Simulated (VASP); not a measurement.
Band structure of Cd$_{2}$Mg$_{2}$Te$_{4}$ (ordered alloy cell). Computed with PBEsol GGA, VASP's PBE PAW potentials (set 64) (plane waves; VASP).

Unless said otherwise, spin-orbit coupling is left out, though it shifts the bands of the heavy elements here.

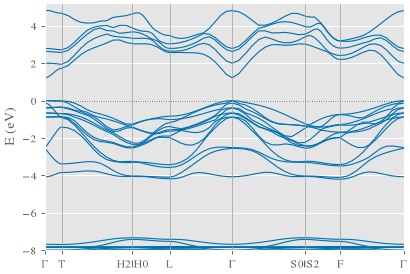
Figure: Bands along high-symmetry lines, zero at the valence-band maximum or, without a gap, the Fermi level

Question: Read the plot: is there a gap, and where are the band edges?

Answer: The gap is direct, 1.22 eV, from the valence maximum at Γ to the conduction minimum at Γ. (Edges off the drawn lines would not show.)

The structure was generated: Cd2Mg2Te4 was put into an ordered model structure (R3m), which need not be its known phase. It was relaxed first.
